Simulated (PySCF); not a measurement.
## Excited-state calculation, with input and output: C6H5FNO2 (charge −1)

The run: excited-state calculation of C6H5FNO2, charge −1. Method and program: TDDFT B3LYP/def2-SVPD, vertical, gas phase, core orbitals frozen in the response (PySCF 2.14.0).

The geometry comes from this level: GFN2-xTB.

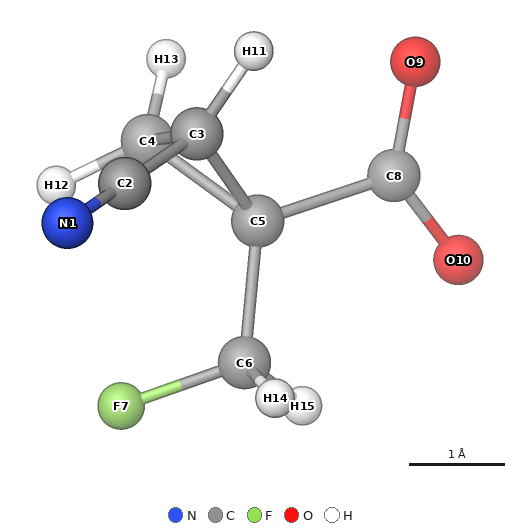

**Figure 1.** The structure as given in the input (ball-and-stick view, seen at a tilt; atoms are numbered from 1 in the order of the input).

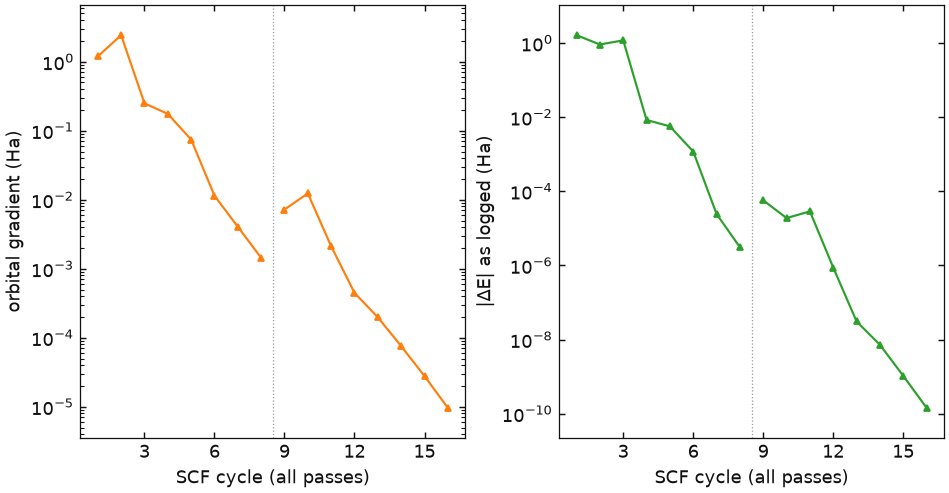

**Figure 2.** Convergence of the self-consistent field: orbital gradient and size of the energy change against the SCF cycle. The dotted line marks the change from a coarse to the final integration grid. The first 8 cycles use a coarse grid, the final grid takes over at cycle 9, and the field converges after 16 cycles in all.

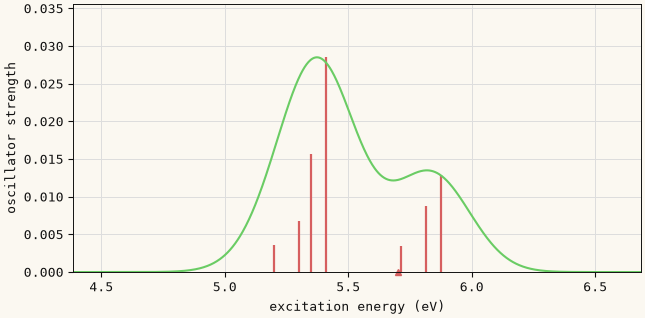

**Figure 3.** Computed excitations as sticks (degenerate states added up, dark ones marked on the axis), with a Gaussian envelope of 0.35 eV full width at half maximum, scaled to the tallest. Of the 8 states the lowest lies at 5.20 eV (f = 0.004); the strongest line is at 5.41 eV, or 229 nm (f = 0.029).

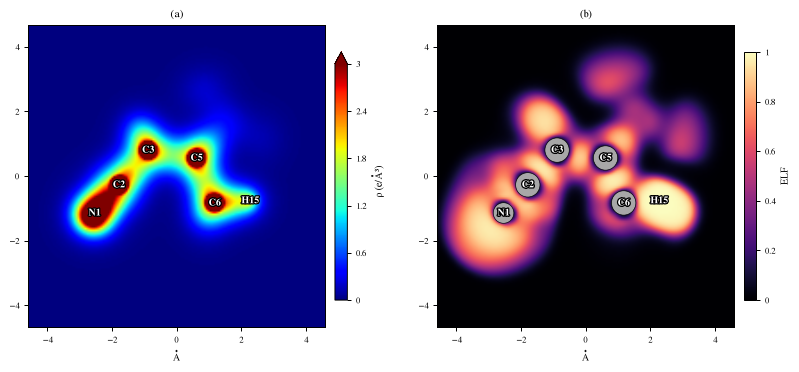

**Figure 4.** (a) electron density; (b) electron localisation function on the plane of atoms C2, C3 and C5. Grey discs, where drawn, cover atomic cores. The plane passes through N, C and H nuclei. C–H (1.10 Å): ρ at the midpoint is about 2.1 e/Å³; the ELF climbs to about 1 towards the hydrogen, as it does in any bond to H; a covalent bond by its length.

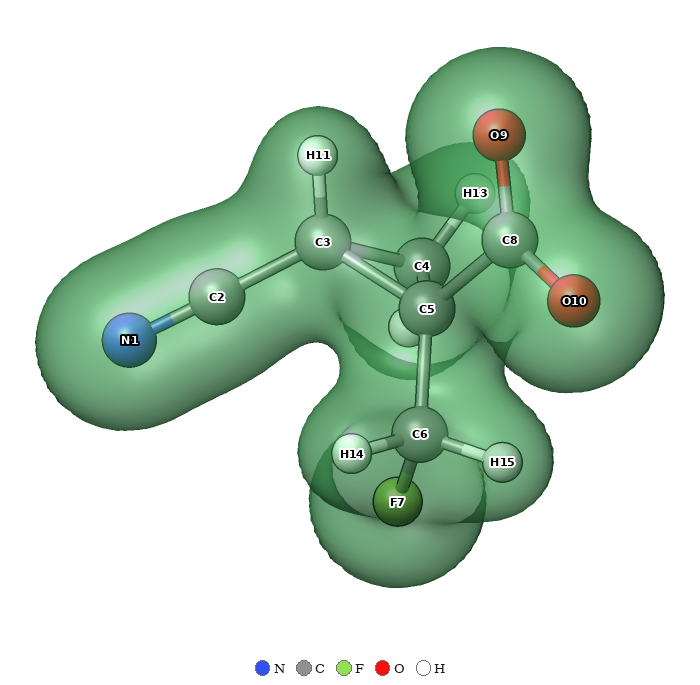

**Figure 5.** Isosurface of the total electron density at 0.2 e/Å³ (green), seen at a tilt. At this value the surface is in one piece. On the grid the lowest density along these lines, outside the cores, is 3.3 e/Å³ (C–N, 1.15 Å), 2.7 e/Å³ (C–O, 1.23 Å), 1.5 e/Å³ (C–F, 1.39 Å) and 1.9 e/Å³ (C–C, 1.41 Å).

The input that produced these results follows, with the program's output.

### Input
```
{"job": {"kind": "uv", "xc": "B3LYP", "basis": "def2-SVPD", "nstates": 8, "ntriplets": 3}, "charge": -1, "multiplicity": 1}
N      2.415701     1.263416     1.717047
C      1.776649     0.479916     1.168875
C      0.992078    -0.494819     0.526508
C      0.835355    -0.478357    -0.976655
C     -0.332796    -0.127371    -0.119547
C     -0.855195     1.278905    -0.077057
F     -0.083240     2.188263    -0.788683
C     -1.475437    -1.243577     0.009386
O     -1.052412    -2.375054     0.246117
O     -2.620994    -0.823751    -0.157458
H      0.997900    -1.474039     0.999165
H      1.333629     0.308118    -1.529285
H      0.826521    -1.443193    -1.464009
H     -0.907184     1.660862     0.949040
H     -1.854989     1.288671    -0.525357
```

The first line tells a small driver script what to run in PySCF; the rest is the geometry in Å.

Launched with:
```bash
OMP_NUM_THREADS=1 python <driver script> task.json out
```

### What the program printed
```
coarse grid: 13936 points
cycle   1  E = -535.9831921036  dE =  1.625e+00  |g| = 1.195e+00  |ddm| = 7.056e+00
cycle   2  E = -535.0728639164  dE =  9.103e-01  |g| = 2.425e+00  |ddm| = 9.495e+00
cycle   3  E = -536.2504225894  dE = -1.178e+00  |g| = 2.495e-01  |ddm| = 8.563e+00
cycle   4  E = -536.2587913297  dE = -8.369e-03  |g| = 1.754e-01  |ddm| = 6.060e-01
cycle   5  E = -536.2644269062  dE = -5.636e-03  |g| = 7.445e-02  |ddm| = 2.934e-01
cycle   6  E = -536.2656076744  dE = -1.181e-03  |g| = 1.145e-02  |ddm| = 1.083e-01
cycle   7  E = -536.2656321039  dE = -2.443e-05  |g| = 4.058e-03  |ddm| = 2.943e-02
cycle   8  E = -536.2656351888  dE = -3.085e-06  |g| = 1.440e-03  |ddm| = 8.833e-03
final grid: 139120 points
cycle   9  E = -536.3668256791  dE = -5.686e-05  |g| = 7.216e-03  |ddm| = 2.631e-01
cycle  10  E = -536.3668067670  dE =  1.891e-05  |g| = 1.236e-02  |ddm| = 3.157e-02
cycle  11  E = -536.3668354104  dE = -2.864e-05  |g| = 2.120e-03  |ddm| = 1.732e-02
cycle  12  E = -536.3668362842  dE = -8.737e-07  |g| = 4.472e-04  |ddm| = 3.212e-03
cycle  13  E = -536.3668363148  dE = -3.065e-08  |g| = 1.978e-04  |ddm| = 9.271e-04
cycle  14  E = -536.3668363220  dE = -7.208e-09  |g| = 7.563e-05  |ddm| = 3.808e-04
cycle  15  E = -536.3668363231  dE = -1.047e-09  |g| = 2.782e-05  |ddm| = 1.268e-04
cycle  16  E = -536.3668363232  dE = -1.435e-10  |g| = 9.650e-06  |ddm| = 5.018e-05
converged SCF energy = -536.3668363232

Static polarisability (au): isotropic 88.459, principal 71.957 84.171 109.250

Singlet excitations
state   eV       nm        f      main configurations
  1   5.1990    238.5   0.00365   H->L 0.81, H->L+1 0.15
  2   5.2996    234.0   0.00680   H-1->L 0.83, H->L+1 0.13
  3   5.3473    231.9   0.01561   H->L+1 0.57, H->L 0.15, H-1->L 0.13
  4   5.4089    229.2   0.02851   H-1->L+1 0.89
  5   5.7025    217.4   0.00020   H-2->L 0.89
  6   5.7129    217.0   0.00350   H->L+2 0.68, H-1->L+2 0.08
  7   5.8127    213.3   0.00872   H-1->L+2 0.72, H-1->L+3 0.11
  8   5.8740    211.1   0.01285   H->L+3 0.63, H->L+2 0.17

Triplet excitations (Tamm-Dancoff, eV): 5.0438 5.1731 5.1971
```

### Summary

| quantity | value |
| --- | --- |
| outcome | converged |
| total energy | −536.366836 hartree |
| HOMO | −2.40 eV |
| LUMO | 3.53 eV |
| mean polarisability | 88.46 a.u. |
| lowest singlet excitation | 5.20 eV |
| hardware | 1 CPU thread, shared host |
| wall time | 2 min |
| peak memory | 0.99 GiB |
